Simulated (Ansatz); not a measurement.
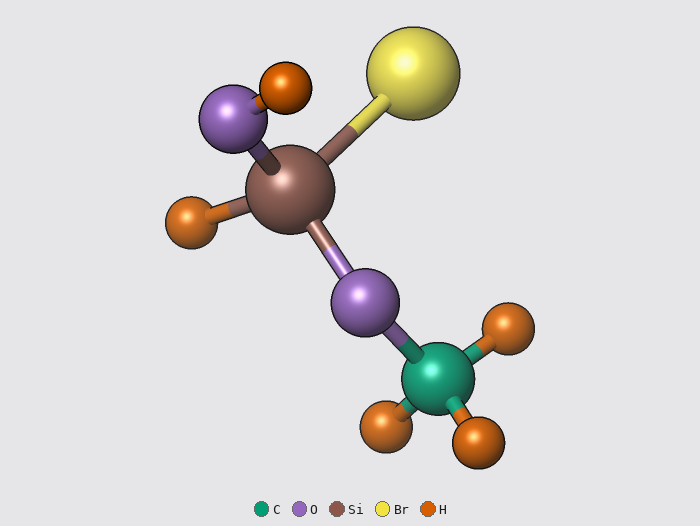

The computed structure is the end point of a PBE0-D4/def2-TZVP optimisation. No frequency run is at hand to confirm it as a minimum. Program: Ansatz 0.2.0.

At this fixed geometry, give HOMO–LUMO gap (eV), dipole (D) at these levels: B3LYP-D4/def2-TZVPP; PBE-D4/def2-TZVPP; r2SCAN-D4/def2-TZVPP; ωB97M-V/def2-TZVPP.

| level | HOMO–LUMO gap (eV) | dipole (D) |
| --- | --- | --- |
| B3LYP-D4/def2-TZVPP | 8.52 | 1.56 |
| PBE-D4/def2-TZVPP | 6.81 | 1.52 |
| r2SCAN-D4/def2-TZVPP | 7.75 | 1.58 |
| ωB97M-V/def2-TZVPP | 12.96 | 1.58 |
